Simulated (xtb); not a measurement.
# SnNH$_{3}$F$_{2}$: frequency calculation (part 2 of 2)

Continued. System: SnNH$_{3}$F$_{2}$, SMILES [NH2][SnH]([F])[F]. Method: GFN2-xTB (xtb 6.7.1 later snapshot). The geometry was optimised with GFN2-xTB.

Geometry of the input (Å):
```
N  -0.8961  0.9288  0.0619
Sn 0.4995  -0.4915  -0.0540
F  0.8838  -0.8259  1.7970
F  -0.5153  -1.9953  -0.6823
H  -0.5719  1.7893  0.4885
H  -1.3254  1.1543  -0.8284
H  1.9869  -0.6277  -0.8284
```

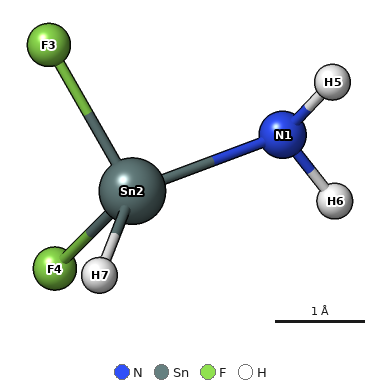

*The structure as given in the input (ball-and-stick view, seen at a tilt; atoms are numbered from 1 in the order of the input). Sticks mark near contacts.*

## Output, continued
```
Wiberg/Mayer (AO) data.
largest (>0.10) Wiberg bond orders for each atom

 ---------------------------------------------------------------------------
     #   Z sym  total        # sym  WBO       # sym  WBO       # sym  WBO
 ---------------------------------------------------------------------------
     1   7      3.243 --     5      0.944     6      0.944     2      0.927
                             7      0.209     3      0.110     4      0.110
     2  50      3.214 --     1      0.927     3      0.861     4      0.861
                             7      0.529
     3   9      1.164 --     2      0.861     7      0.128     1      0.110
     4   9      1.164 --     2      0.861     7      0.128     1      0.110
     5   1      0.964 --     1      0.944
     6   1      0.964 --     1      0.944
     7   1      0.993 --     2      0.529     1      0.209     3      0.128
                             4      0.128
 ---------------------------------------------------------------------------

Topologies differ in total number of bonds
Writing topology from bond orders to xtbtopo.mol

molecular dipole:
                 x           y           z       tot (Debye)
 q only:        0.408       1.537      -0.958
   full:        0.693       1.924      -1.304       6.166
molecular quadrupole (traceless):
                xx          xy          yy          xz          yz          zz
 q only:        3.658      -2.757      -1.296      -2.942       0.301      -2.362
  q+dip:        3.914      -3.264      -1.094      -3.226       0.159      -2.820
   full:        2.777      -2.866      -0.194      -2.528      -0.286      -2.583

           -------------------------------------------------
          |               Frequency Printout                |
           -------------------------------------------------
 projected vibrational frequencies (cm⁻¹)
eigval :       -0.00    -0.00     0.00     0.00     0.00     0.00
eigval :       77.89   110.65   148.44   159.58   374.70   430.22
eigval :      433.70   444.61   516.18   688.84   769.74  1428.11
eigval :     1531.16  3375.50  3411.43
 reduced masses (amu)
    1:     11.66    2:     12.48    3:     24.94    4:     21.08    5:      5.61    6:     10.43
    7:      1.29    8:     16.16    9:      9.04   10:      2.88   11:     11.24   12:      1.30
   13:      1.11   14:      4.22   15:      7.40   16:      1.16   17:      1.10   18:      1.09
   19:      1.03   20:      1.05   21:      1.09
 IR intensities (km·mol⁻¹)
    1:      0.45    2:      5.11    3:      1.56    4:      0.03    5:      7.92    6:      3.61
    7:     18.20    8:     13.73    9:     30.70   10:     33.32   11:     68.14   12:     28.40
   13:    115.60   14:    188.82   15:     83.24   16:    171.20   17:     31.80   18:     30.76
   19:    105.95   20:     60.40   21:     68.48
 Raman intensities (Ä⁴*amu⁻¹)
    1:      0.08    2:      0.05    3:      0.02    4:      0.00    5:      0.40    6:      0.19
    7:      0.90    8:      0.98    9:      2.26   10:      2.03   11:     33.50   12:     13.46
   13:     20.37   14:      2.85   15:     17.58   16:      2.58   17:      0.44   18:      2.17
   19:    246.95   20:    115.88   21:     42.45
 output can be read by thermo (or use thermo option).
 writing <g98.out> molden fake output.
 recommended (thermochemical) frequency scaling factor: 1.0
           -------------------------------------------------
          |             Thermodynamic Functions             |
           -------------------------------------------------
Molecule has the following symmetry elements: (sigma)
It seems to be the Cs point group

cs  symmetry found (for desy threshold:  0.10E+00) used in thermo

          ...................................................
          :                      SETUP                      :
          :.................................................:
          :  # frequencies                          15      :
          :  # imaginary freq.                       0      :
          :  linear?                             false      :
          :  only rotor calc.                    false      :
          :  symmetry                               cs      :
          :  rotational number                       1      :
          :  scaling factor                  1.0000000      :
          :  rotor cutoff                   50.0000000 cm⁻¹ :
          :  imag. cutoff                  -20.0000000 cm⁻¹ :
          :.................................................:

    mode    ω/cm⁻¹     T·S(HO)/kcal·mol⁻¹    T·S(FR)/kcal·mol⁻¹   T·S(vib)
   ------------------------------------------------------------------------
       1     77.89    -1.17571 ( 85.48%)    -0.92476 ( 14.52%)    -1.13928
       2    110.65    -0.97124 ( 96.00%)    -0.82091 (  4.00%)    -0.96522
       3    148.44    -0.80267 ( 98.73%)    -0.73395 (  1.27%)    -0.80180
       4    159.58    -0.76172 ( 99.05%)    -0.71253 (  0.95%)    -0.76125
   ------------------------------------------------------------------------

   temp. (K)  partition function   enthalpy   heat capacity  entropy
                                   cal/mol     cal/K/mol   cal/K/mol   J/K/mol
 298.15  VIB   57.6                 2733.218     16.130     17.077
         ROT  0.116E+06              888.727      2.981     26.147
         INT  0.666E+07             3621.946     19.110     43.224
         TR   0.701E+26             1481.212      4.968     41.365
         TOT                        5103.1581    24.0785    84.5885   353.9182

       T/K    H(0)-H(T)+PV         H(T)/Eh          T*S/Eh         G(T)/Eh
   ------------------------------------------------------------------------
    298.15    0.813240E-02    0.398006E-01    0.401907E-01   -0.390096E-03
   ------------------------------------------------------------------------

         :::::::::::::::::::::::::::::::::::::::::::::::::::::
         ::                  THERMODYNAMIC                  ::
         :::::::::::::::::::::::::::::::::::::::::::::::::::::
         :: total free energy         -16.036602949497 Eh   ::
         ::.................................................::
         :: total energy              -16.036212853177 Eh   ::
         :: zero point energy           0.031668224353 Eh   ::
         :: G(RRHO) w/o ZPVE           -0.032058320673 Eh   ::
         :: G(RRHO) contrib.           -0.000390096319 Eh   ::
         :::::::::::::::::::::::::::::::::::::::::::::::::::::

           -------------------------------------------------
          | TOTAL ENERGY              -16.036212853177 Eh   |
          | TOTAL ENTHALPY            -15.996412228762 Eh   |
          | TOTAL FREE ENERGY         -16.036602949497 Eh   |
          | GRADIENT NORM               0.000045076540 Eh/α |
          | HOMO-LUMO GAP               4.226543117524 eV   |
           -------------------------------------------------

------------------------------------------------------------------------
------------------------------------------------------------------------
 total:
 *  cpu-time:     0 d,  0 h,  0 min,  0.726 sec
 * ratio c/w:     1.000 speedup
 SCF:
 *  cpu-time:     0 d,  0 h,  0 min,  0.003 sec
 * ratio c/w:     0.999 speedup
 analytical hessian:
 *  cpu-time:     0 d,  0 h,  0 min,  0.717 sec
 * ratio c/w:     1.000 speedup
```

## File vibspectrum
```
$vibrational spectrum
#  mode     symmetry     wave number   IR intensity   Raman activity   Raman scatt. cross-section   selection rules
#                           (cm⁻¹)      (km*mol⁻¹)      (Å⁴*amu⁻¹)             (Å²*sr⁻¹)              IR     RAMAN
     1                      -0.00         0.00000         0.00000             0.00000E+00              -       -
     2                      -0.00         0.00000         0.00000             0.00000E+00              -       -
     3                       0.00         0.00000         0.00000             0.00000E+00              -       -
     4                       0.00         0.00000         0.00000             0.00000E+00              -       -
     5                       0.00         0.00000         0.00000             0.00000E+00              -       -
     6                       0.00         0.00000         0.00000             0.00000E+00              -       -
     7        a             77.89        18.19670         0.90192             0.30295E-13             YES     YES
     8        a            110.65        13.73356         0.97944             0.17421E-13             YES     YES
     9        a            148.44        30.69917         2.25541             0.24000E-13             YES     YES
    10        a            159.58        33.32082         2.02908             0.19084E-13             YES     YES
    11        a            374.70        68.14289        33.49741             0.82397E-13             YES     YES
    12        a            430.22        28.40240        13.46378             0.27254E-13             YES     YES
    13        a            433.70       115.59912        20.36838             0.40773E-13             YES     YES
    14        a            444.61       188.82412         2.84956             0.55117E-14             YES     YES
    15        a            516.18        83.23534        17.58082             0.27776E-13             YES     YES
    16        a            688.84       171.20063         2.57749             0.27987E-14             YES     YES
    17        a            769.74        31.80271         0.43863             0.41391E-15             YES     YES
    18        a           1428.11        30.75944         2.17270             0.93484E-15             YES     YES
    19        a           1531.16       105.94919       246.94614             0.96814E-13             YES     YES
    20        a           3375.50        60.40323       115.87684             0.13332E-13             YES     YES
    21        a           3411.43        68.47657        42.45222             0.47897E-14             YES     YES
$end
```

## Standard error
```
normal termination of xtb
```

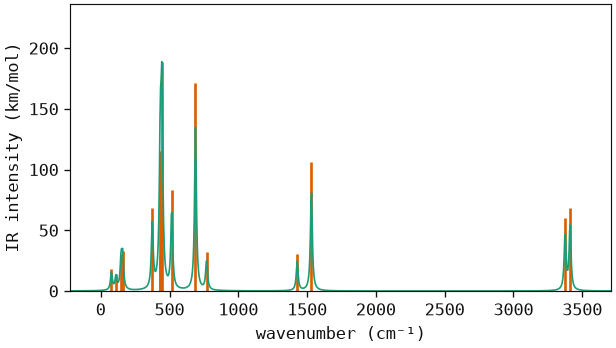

*Harmonic infrared spectrum, unscaled: sticks (degenerate modes added up, dark ones marked on the axis) with a Lorentzian envelope of 16 cm⁻¹ full width, scaled to the tallest stick.*

15 modes from 78 to 3411 cm⁻¹, none imaginary. The strongest line is at 445 cm⁻¹ (189 km/mol). All modes, in cm⁻¹ (km/mol): 78 (18.2), 111 (13.7), 148 (31), 160 (33), 375 (68), 430 (28), 434 (116), 445 (189), 516 (83), 689 (171), 770 (32), 1428 (31), 1531 (106), 3376 (60), 3411 (68).

## Key numbers

| quantity | value |
| --- | --- |
| outcome | converged |
| electrons treated | 26 |
| total energy | −16.036213 hartree |
| dispersion energy | −0.003030 hartree |
| basis functions | 25 |
| HOMO | −12.06 eV |
| LUMO | −7.83 eV |
| zero-point energy | 0.031668 hartree |
| dipole moment | 6.16 D |
| wavenumbers, lowest and highest | 78 and 3411 cm⁻¹ |
| hardware | 1 thread of Arm Neoverse V2, 24 GiB of memory available, shared host |
| wall time | 0.74 s |
| peak memory | 0.073 GiB |
